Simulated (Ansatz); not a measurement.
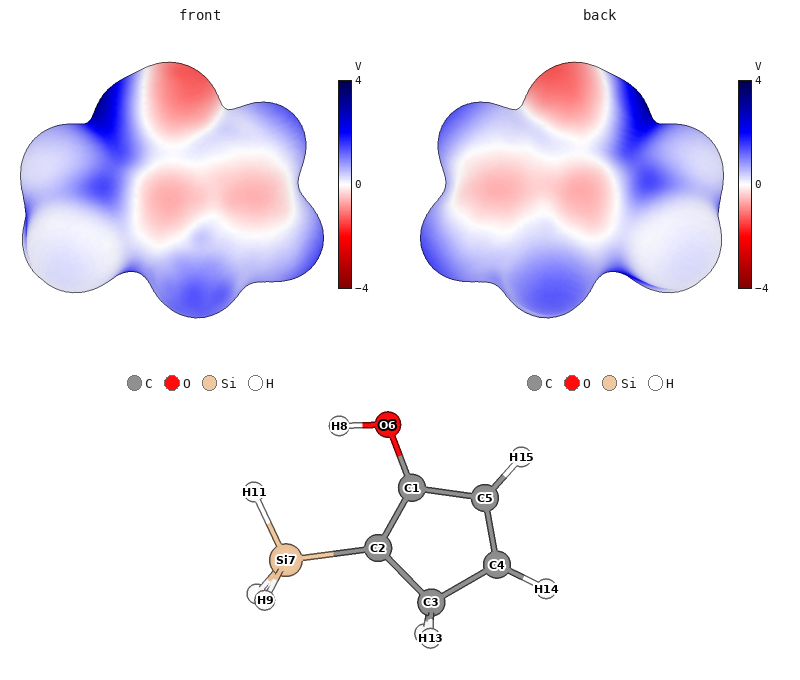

C₅H₈OSi. The electrostatic potential painted on the density surface at 0.004 e/bohr³, seen from the front and from behind; the colour scale runs from red (negative) to blue (positive). The bare structure is drawn below in the same view.

Geometry: B3LYP/def2-SVP.

These are results of Ansatz, isolated molecule in a Gaussian basis; Kohn-Sham density functional theory, functional PBE0, not measurements.

```xyz
15

C    -1.0104   -0.3414    1.7533
C    -2.1315   -0.2968    0.9649
C    -2.9811    0.8447    1.4910
C    -2.1902    1.4008    2.6436
C    -1.0456    0.7012    2.7846
O     0.0495   -1.1696    1.7012
Si   -2.5258   -1.4116   -0.4593
H    -0.0688   -1.7994    0.9739
H    -2.6672   -0.6821   -1.7568
H    -3.7779   -2.2037   -0.2583
H    -1.3925   -2.3858   -0.6081
H    -3.9833    0.5099    1.8227
H    -3.1672    1.6231    0.7254
H    -2.5156    2.2432    3.2561
H    -0.2548    0.8479    3.5213
```

Where is the surface potential most negative and most positive?

Answer. The most negative region (about −1.3 V) lies over O6, the most positive (about +3.0 V) over H8. O6 is the likeliest acceptor of a hydrogen bond.
